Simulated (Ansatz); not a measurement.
BH3OCl: several calculations on one system

Part 1: Relaxation

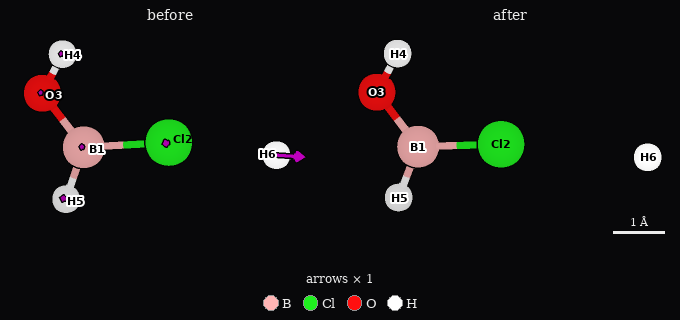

The structure of BH3OCl (multiplicity 2) before (left) and after (right) a relaxation, at one scale. The purple arrows give the displacements, at their true length.

The picture is a ball-and-stick view, seen at a tilt.

The run prepares an end point of a later path (reaction) calculation, from a guessed geometry.

All numbers below come from UKS PBE0-D4/6-31G* (Ansatz). (collinear spin; force threshold 0.03 eV/Å; at most 50 steps)

**Summarise the run.**

Over 7 accepted moves (8 points after the start) the energy falls by 1.78 kcal/mol. The largest force component goes from 1.1 to 0.0061 eV/Å. The line search rejected the trial step at point 4 of the run. The largest move after the best rigid fit is that of H6, 0.71 Å. By element the largest moves are H 0.71 Å, Cl 0.19 Å, B 0.13 Å, O 0.12 Å. Some distances before and after: B1–Cl2 1.827 → 1.773 Å, B1–O3 1.336 → 1.341 Å.

Limits of the set-up: the start holds two separate molecules, 2.6 Å apart at their closest, whose relative position is a soft coordinate.

Part 2: Relaxation

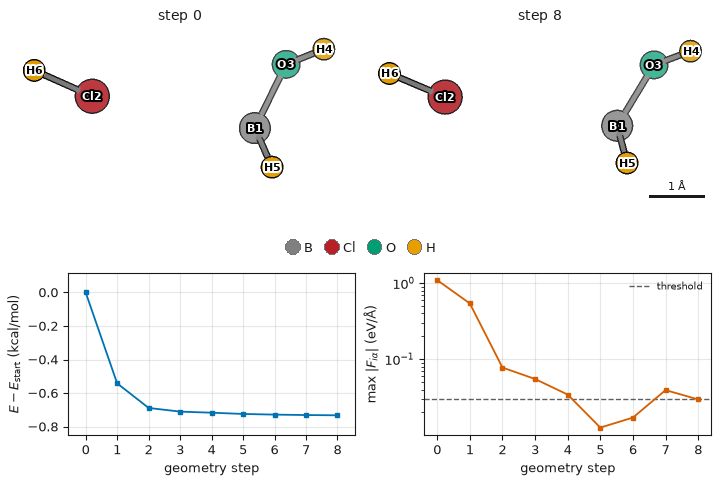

First and last geometry of a relaxation of BH₃OCl (multiplicity 2), with the history of the run. A ball-and-stick model, seen at a tilt.

The run prepares an end point of a later path (reaction) calculation, from a guessed geometry.

Method: UKS PBE0-D4/6-31G* in Ansatz 0.2.0. (collinear spin; force threshold 0.03 eV/Å; at most 50 steps)

> Did the run converge, and what did it change?

It converged. O3 moves most after the best rigid fit: 0.15 Å. Largest moves by element: O 0.15 Å, Cl 0.13 Å, H 0.13 Å, B 0.07 Å. Some distances before and after: Cl2–H6 1.331 → 1.287 Å. The energy falls by 0.73 kcal/mol in 8 geometry steps. Largest force component: 1.1 eV/Å at the start, 0.03 eV/Å at the end.

Limits of the set-up: the start holds two separate molecules, 3.1 Å apart at their closest, whose relative position is a soft coordinate.

Part 3: Path

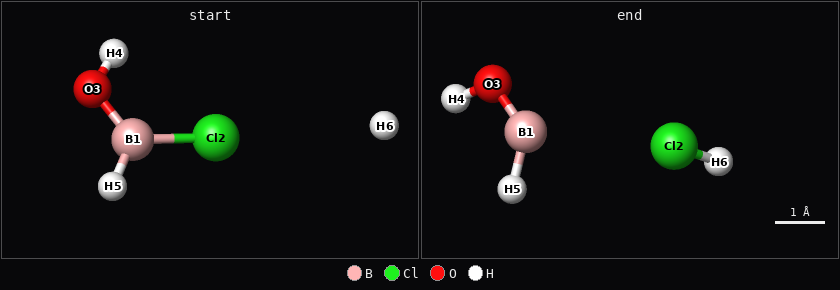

The two relaxed end points of a path for BH3OCl (multiplicity 2), made up at the start of BH₂OCl and H. The picture is a ball-and-stick view, seen at a tilt.

The calculation used UKS PBE0-D4/6-31G* (Ansatz 0.2.0).

Set-up: 7 movable images; climbing image; force threshold 0.05 eV/Å; iteration limit 60.

Start:
```xyz
6

B    -0.0741   -0.0793   -0.2898
Cl   -0.0367   -0.2713    1.4723
O     1.0083   -0.3353   -1.0394
H     1.7708   -0.6233   -0.5170
H    -1.0790    0.2836   -0.8133
H     0.1222    0.0736    4.9173
```

End:
```xyz
6

B     0.1393    0.2711   -0.3887
Cl   -0.0593    0.3520    2.8335
O     1.3367   -0.1244   -0.8275
H     1.3278   -0.9610   -1.3188
H    -0.8985   -0.3202   -0.5758
H    -0.1344   -0.1695    4.0074
```

Q: What barrier does the band find between them, and by what path?

A: The energy climbs by 1.41 eV to image 6 and then falls by 0.22 eV, so the end point sits at +1.19 eV. Breaking: B1–Cl2 (1.77 → 2.16 at the top → 3.23 Å). Forming: Cl2–H6 (3.47 → 1.40 at the top → 1.29 Å). The band converged in 35 iterations. The largest component of the band force went from 8.2 to 0.013 eV/Å. The climbing image converged on the top of the path. Its vibrational analysis gives one imaginary mode (409i cm⁻¹), as a transition state must have.

Energies of the converged images:

```tsv
image	path (Å)	E (eV)
0	0.00	0.000
1	1.17	0.001
2	2.35	0.060
3	3.52	0.056
4	4.70	0.056
5	5.87	0.066
6	7.05	1.407
7	7.65	1.211
8	8.26	1.185
```

The geometry at the top of the path:

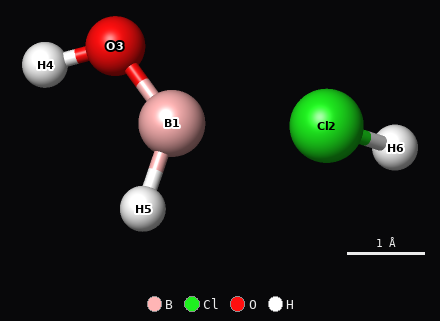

Limits of the set-up: the start holds two separate molecules, 3.5 Å apart at their closest, whose relative position is a soft coordinate.

The run took 4.4 min on 2 threads of Arm Neoverse V2 (shared host), peak memory 0.13 GiB.
